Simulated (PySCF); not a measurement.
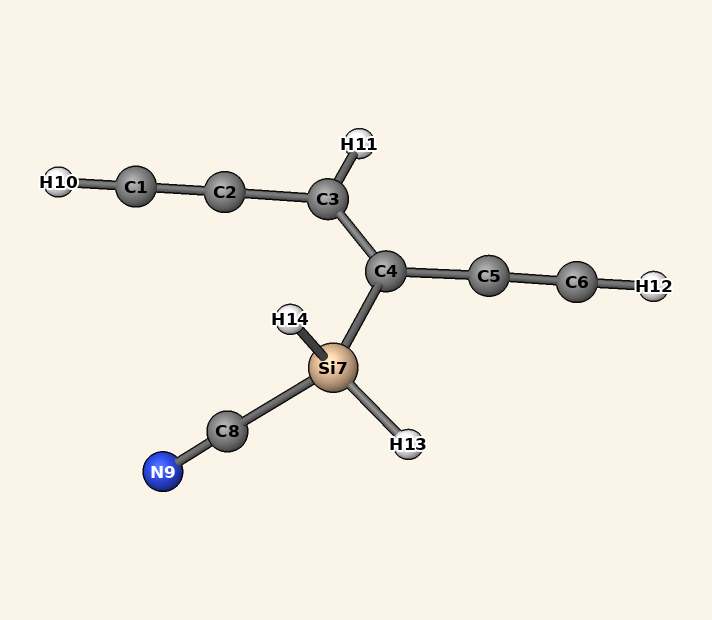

The questions are on isotropic NMR shieldings of the H atoms. The computed structure is the end point of a GFN2-xTB optimisation. No frequency run is at hand to confirm it as a minimum. Method: GIAO PBE0/pcSseg-1 NMR shielding, non-relativistic, gas phase (PySCF 2.14.0).

Which H atom is the most shielded (lowest chemical shift)?

Answer. H12 (28.19 ppm).

Which H atom is the least shielded (highest chemical shift)?

Answer. H11 (24.59 ppm).

How wide is the range of H shifts?

Answer. 3.60 ppm.

Give the isotropic NMR shieldings of the H atoms atom by atom.

```
atom  σ (ppm)
 H10    27.72
 H11    24.59
 H12    28.19
 H13    27.11
 H14    26.84
```

The geometry is semi-empirical. Around Si such bond lengths and angles can be off by a tenth of an ångström or more and by several degrees, and values that hang on the shape move with them.
